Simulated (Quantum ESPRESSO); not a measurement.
# FeI2: which magnetic order is lowest

A self-consistent run ends on one state, which hangs on the start. Several orders of FeI2 are started in Quantum ESPRESSO and their energies compared.

Main program and level: Quantum ESPRESSO 7.5; LDA with U = 4.5 eV on Fe d (ortho-atomic projectors); plane waves with GBRV 1.5 LDA potentials, no spin-orbit coupling.

The database entry behind the starting cell has ideal inner coordinates that were not refined, so it need not match the best structure at ambient conditions.

## Step 1: The structure

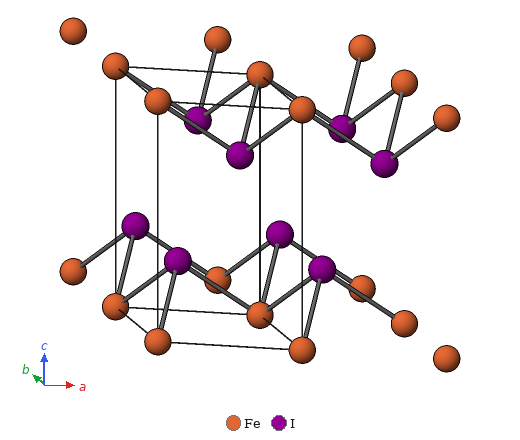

Start, viewed slightly off an axis; iron orange, iodine purple. 2×2×1 cells are drawn. Bonds to atoms that aren't drawn are left out. Some periodic images of atoms are drawn too.

The cell comes from the Crystallography Open Database.

## Step 2: Run 1, typed as ferro +

The signs are those of the starting moments on the seeded atoms, the atoms that are given a moment.

Contents of pw.in:

```
&CONTROL
  calculation = 'scf'
  prefix = 'pwscf'
  outdir = './tmp'
  pseudo_dir = './pseudo'
  disk_io = 'nowf'
/
&SYSTEM
  ibrav = 0
  celldm(1) = 8
  nat = 3
  ntyp = 2
  ecutwfc = 40
  ecutrho = 280
  nbnd = 24
  occupations = 'smearing'
  smearing = 'fd'
  degauss = 0.00367493
  nspin = 2
  starting_magnetization(1) = 0.25
  starting_magnetization(2) = 0
/
&ELECTRONS
  conv_thr = 6d-09
  electron_maxstep = 150
  mixing_beta = 0.3
/
ATOMIC_SPECIES
Fe     55.8450 fe_lda_v1.5.uspp.F.UPF
I     126.9045 i_lda_v1.uspp.F.UPF
CELL_PARAMETERS alat
   0.9543116929360    0.0000000000000    0.0000000000000
  -0.4771558464680    0.8264581692137    0.0000000000000
   0.0000000000000    0.0000000000000    1.5944564176530
ATOMIC_POSITIONS crystal
Fe      0.0000000000    0.0000000000    0.0000000000
I       0.3333333333    0.6666666667    0.2500000000
I       0.6666666667    0.3333333333    0.7500000000
K_POINTS automatic
6 6 6 0 0 0
HUBBARD {ortho-atomic}
U Fe-3d 4.5000
```

Run with:

```sh
> OMP_NUM_THREADS=1 mpirun -n 4 pw.x -nk 4 -in pw.in > pw.out
```

The log of the run:

```text
Program PWSCF v.7.5 starts

     Message from routine setup:
     using ibrav=0 with symmetry is DISCOURAGED, use correct ibrav instead

     K-points division:     npool     =       4
     Subspace diagonalization in iterative solution of the eigenvalue problem:

     G-vector sticks info
     --------------------
     sticks:   dense  smooth     PW     G-vecs:    dense   smooth      PW
     Sum        1135     649    199                50917    21951    3647

     Using Slab Decomposition

     bravais-lattice index     =            0
     lattice parameter (alat)  =       8.0000  a.u.
     unit-cell volume          =     643.8634 (a.u.)^3
     number of atoms/cell      =            3
     number of atomic types    =            2
     number of electrons       =        30.00
     number of Kohn-Sham states=           24
     kinetic-energy cutoff     =      40.0000  Ry
     charge density cutoff     =     280.0000  Ry
     scf convergence threshold =      6.0E-09
     mixing beta               =       0.3000
     number of iterations used =            8  plain     mixing
     Exchange-correlation= SLA  PZ   NOGX NOGC
                           (   1   1   0   0   0   0   0)
     Hubbard projectors: ortho-atomic
     Hubbard parameters of DFT+U (Dudarev formulation) in eV:
     U(Fe-3d) =  4.5000

     Internal variables: lda_plus_u =T, lda_plus_u_kind = 0

     Internal variables: orbital_resolved =F, hub_pot_fix =F, apply_U = F

     celldm(1)=   8.000000  celldm(2)=   0.000000  celldm(3)=   0.000000
     celldm(4)=   0.000000  celldm(5)=   0.000000  celldm(6)=   0.000000

     crystal axes: (cart. coord. in units of alat)
               a(1) = (   0.954312   0.000000   0.000000 )
               a(2) = (  -0.477156   0.826458   0.000000 )
               a(3) = (   0.000000   0.000000   1.594456 )

     reciprocal axes: (cart. coord. in units 2 pi/alat)
               b(1) = (  1.047876  0.604991 -0.000000 )
               b(2) = (  0.000000  1.209983  0.000000 )
               b(3) = (  0.000000 -0.000000  0.627173 )

     PseudoPot. # 1 for Fe read from file:
     fe_lda_v1.5.uspp.F.UPF
     Pseudo is Ultrasoft + core correction, Zval = 16.0
     Generated by new atomic code, or converted to UPF format
     Using radial grid of  861 points,  6 beta functions with:
                l(1) =   0
                l(2) =   0
                l(3) =   1
                l(4) =   1
                l(5) =   2
                l(6) =   2
     Q(r) pseudized with  8 coefficients,  rinner =    1.000   1.000   1.000
                                                       1.000   1.000

     PseudoPot. # 2 for I  read from file:
     i_lda_v1.uspp.F.UPF
     Pseudo is Ultrasoft + core correction, Zval =  7.0
     Generated by new atomic code, or converted to UPF format
     Using radial grid of  893 points,  6 beta functions with:
                l(1) =   0
                l(2) =   0
                l(3) =   1
                l(4) =   1
                l(5) =   2
                l(6) =   2
     Q(r) pseudized with  8 coefficients,  rinner =    1.500   1.500   1.500
                                                       1.500   1.500

     atomic species   valence    mass     pseudopotential
     Fe               16.00    55.84500     Fe( 1.00)
     I                 7.00   126.90450     I ( 1.00)

     Starting magnetic structure
     atomic species   magnetization
     Fe              0.250
     I               0.000

     12 Sym. Ops., with inversion, found

   Cartesian axes

     site n.     atom                  positions (alat units)
         1        Fe     tau(   1) = (   0.0000000   0.0000000   0.0000000  )
         2        I      tau(   2) = (  -0.0000000   0.5509721   0.3986141  )
         3        I      tau(   3) = (   0.4771558   0.2754861   1.1958423  )

     number of k points=    34  Fermi-Dirac smearing, width (Ry)=  0.0037
                       cart. coord. in units 2pi/alat
        k(    1) = (   0.0000000   0.0000000   0.0000000), wk =   0.0046296
        k(    2) = (   0.0000000   0.0000000   0.1045288), wk =   0.0092593
        k(    3) = (   0.0000000   0.0000000   0.2090577), wk =   0.0092593
        k(    4) = (   0.0000000   0.0000000  -0.3135865), wk =   0.0046296
        k(    5) = (   0.0000000   0.2016638   0.0000000), wk =   0.0277778
        [... 29 further k-points ...]

     Dense  grid:    50917 G-vectors     FFT dimensions: (  45,  45,  72)

     Smooth grid:    21951 G-vectors     FFT dimensions: (  32,  32,  54)

     Check: negative core charge=   -0.000011
     Generating pointlists ...
     new r_m :   0.2805 (alat units)  2.2442 (a.u.) for type    1
     new r_m :   0.2805 (alat units)  2.2442 (a.u.) for type    2

     Initial potential from superposition of free atoms

     starting charge      28.9998, renormalised to      30.0000

     STARTING HUBBARD OCCUPATIONS:

     =================== HUBBARD OCCUPATIONS ===================
     ------------------------ ATOM    1 ------------------------
     Tr[ns(  1)] (up, down, total) =   5.00000  0.00000  5.00000
     Atomic magnetic moment for atom   1 =   5.00000
     [... lines left out ...]
     Number of occupied Hubbard levels =    5.0000

     Atomic wfc used for Hubbard projectors are orthogonalized

     Starting wfcs are   21 randomized atomic wfcs +    3 random wfcs

     Self-consistent Calculation

     iteration #  1     ecut=    40.00 Ry     beta= 0.30
     Davidson diagonalization with overlap
     ethr =  1.00E-02,  avg # of iterations =  5.6

     =================== HUBBARD OCCUPATIONS ===================
     ------------------------ ATOM    1 ------------------------
     Tr[ns(  1)] (up, down, total) =   4.94384  1.13530  6.07914
     Atomic magnetic moment for atom   1 =   3.80854
     [... lines left out ...]
     Number of occupied Hubbard levels =    6.0791

     Threshold (ethr) on eigenvalues was too large:
     Diagonalizing with lowered threshold

     Davidson diagonalization with overlap
     ethr =  6.39E-04,  avg # of iterations =  1.4

     total energy              =    -379.46780551 Ry
     estimated scf accuracy    <       0.20742755 Ry

     total magnetization       =     4.00 Bohr mag/cell
     absolute magnetization    =     4.06 Bohr mag/cell

     iteration #  2     ecut=    40.00 Ry     beta= 0.30
     Davidson diagonalization with overlap
     ethr =  6.91E-04,  avg # of iterations =  2.1

     total energy              =    -379.50788602 Ry
     estimated scf accuracy    <       0.03987359 Ry

     total magnetization       =     4.00 Bohr mag/cell
     absolute magnetization    =     4.01 Bohr mag/cell

     iteration #  3     ecut=    40.00 Ry     beta= 0.30
     Davidson diagonalization with overlap
     ethr =  1.33E-04,  avg # of iterations =  2.0

     total energy              =    -379.51635769 Ry
     estimated scf accuracy    <       0.02074192 Ry

     total magnetization       =     4.00 Bohr mag/cell
     absolute magnetization    =     4.02 Bohr mag/cell

     [... further iterations left out ...]

     iteration # 14     ecut=    40.00 Ry     beta= 0.30
     Davidson diagonalization with overlap
     ethr =  3.17E-08,  avg # of iterations =  2.2

     total energy              =    -379.53126216 Ry
     estimated scf accuracy    <       0.00000488 Ry

     total magnetization       =     4.00 Bohr mag/cell
     absolute magnetization    =     4.02 Bohr mag/cell

     iteration # 15     ecut=    40.00 Ry     beta= 0.30
     Davidson diagonalization with overlap
     ethr =  1.63E-08,  avg # of iterations =  1.6

     total energy              =    -379.53126336 Ry
     estimated scf accuracy    <       0.00000015 Ry

     total magnetization       =     4.00 Bohr mag/cell
     absolute magnetization    =     4.02 Bohr mag/cell

     iteration # 16     ecut=    40.00 Ry     beta= 0.30
     Davidson diagonalization with overlap
     ethr =  5.11E-10,  avg # of iterations =  4.6

     total energy              =    -379.53126391 Ry
     estimated scf accuracy    <       0.00000002 Ry

     total magnetization       =     4.00 Bohr mag/cell
     absolute magnetization    =     4.02 Bohr mag/cell

     iteration # 17     ecut=    40.00 Ry     beta= 0.30
     Davidson diagonalization with overlap
     ethr =  7.21E-11,  avg # of iterations =  1.8

     Magnetic moment per site  (integrated on atomic sphere of radius R)
     atom   1 (R=0.281)  charge= 14.6585  magn=  3.6011
     atom   2 (R=0.281)  charge=  4.5371  magn=  0.1142
     atom   3 (R=0.281)  charge=  4.5371  magn=  0.1142

     End of self-consistent calculation

     =================== HUBBARD OCCUPATIONS ===================
     ------------------------ ATOM    1 ------------------------
     Tr[ns(  1)] (up, down, total) =   4.95045  1.30943  6.25987
     Atomic magnetic moment for atom   1 =   3.64102
     [... lines left out ...]
     Number of occupied Hubbard levels =    6.2599

     [... lines left out ...]
     the Fermi energy is     5.3496 ev

!    total energy              =    -379.53126392 Ry
     estimated scf accuracy    <          2.5E-09 Ry
     smearing contrib. (-TS)   =      -0.00203158 Ry
     internal energy E=F+TS    =    -379.52923234 Ry

     The total energy is F=E-TS. E is the sum of the following terms:
     one-electron contribution =    -255.03722162 Ry
     hartree contribution      =     136.40310127 Ry
     xc contribution           =    -123.67600900 Ry
     ewald contribution        =    -137.34007813 Ry
     Hubbard energy            =       0.12097514 Ry

     total magnetization       =     4.00 Bohr mag/cell
     absolute magnetization    =     4.02 Bohr mag/cell

     convergence has been achieved in  17 iterations

=------------------------------------------------------------------------------=
   JOB DONE.
=------------------------------------------------------------------------------=
```

It took 24 s on 4 MPI ranks of AMD EPYC 9R14 (Zen 4), shared host; peak memory 0.58 GiB.

Spin moment in the atom's sphere by atom:

```csv
atom,spin moment in the atom's sphere (μB)
Fe1,3.60
I2,0.11
I3,0.11
```

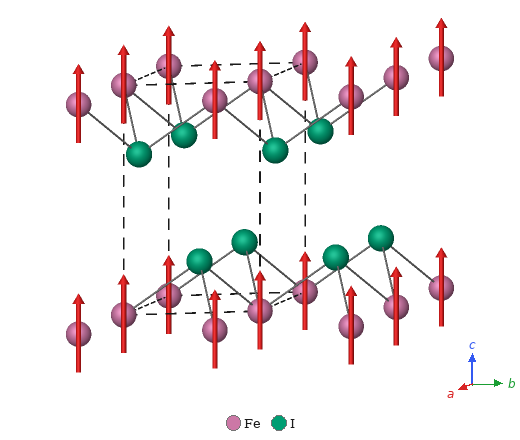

Spin moment in the atom's sphere as arrows, the longest 3.60 μB. Up and down stand for the sign. Arrows give size and sign along the axis of quantisation, drawn up and down the page. Bonds to atoms that aren't drawn are left out. 2×2×1 cells are drawn. Some periodic images of atoms are drawn too.

Numbers from this step:

| Item | Value |
| --- | --- |
| smearing term TS | 0.02764 eV |
| magnetization | 4 μB |
| absolute magnetization | 4.017 μB |
| final state | ferromagnetic |

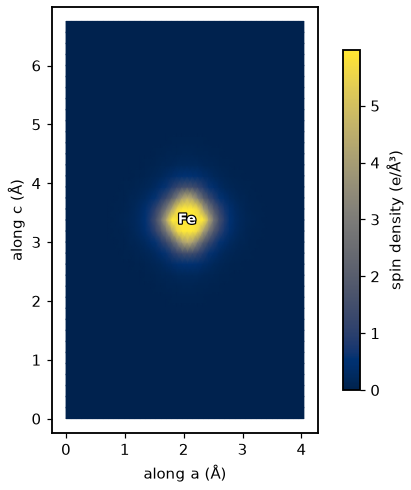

Spin density in the ac plane at fractional y = 0.000, with atoms of Fe within 0.2 Å of it. The map starts off the cell's origin, so that atoms lie inside it.

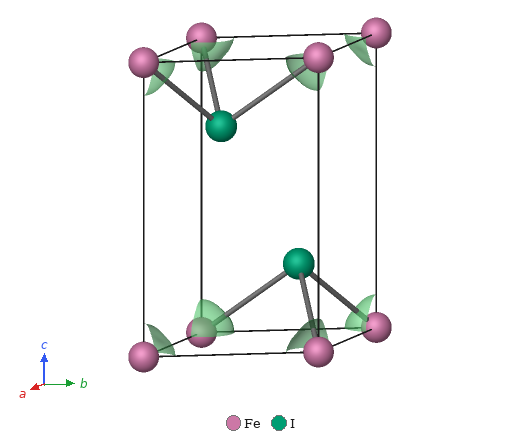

Surface of spin density = 0.49 e/Å³, which holds about 70 % of the integral of its size. Bonds to atoms that aren't drawn are left out.

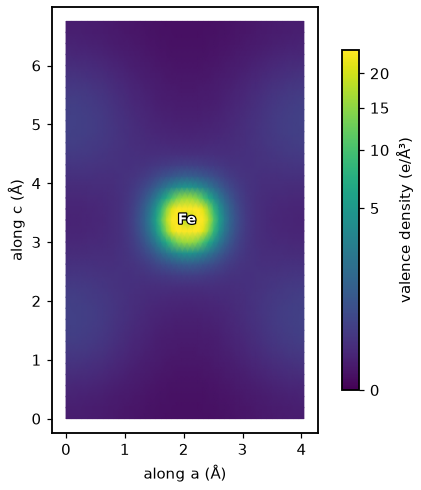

Valence density in the ac plane at fractional y = 0.000, with atoms of Fe within 0.2 Å of it. It is the smooth field of the valence electrons, not physical close to the nuclei. The map starts off the cell's origin, so that atoms lie inside it. The colour scale is stretched toward low values.

(Continued in part 2 of 2.)

[Logs and program files are shortened in this print: banners, set-up blocks, solver, clock and traceback lines can be left out without a mark of their own.]

[Logs are printed without paths, hosts, clocks, repeated set-up lines and the standing remarks that a program may print on its own settings, such as how far it seeks lower states.]

[Hosts, paths, dates, database ids (printed as entryN), source tags and the programs' standing remarks are cut or masked in the printed files.]

[Where a cell is said to come from a database of computed structures, the database is the Materials Project.]
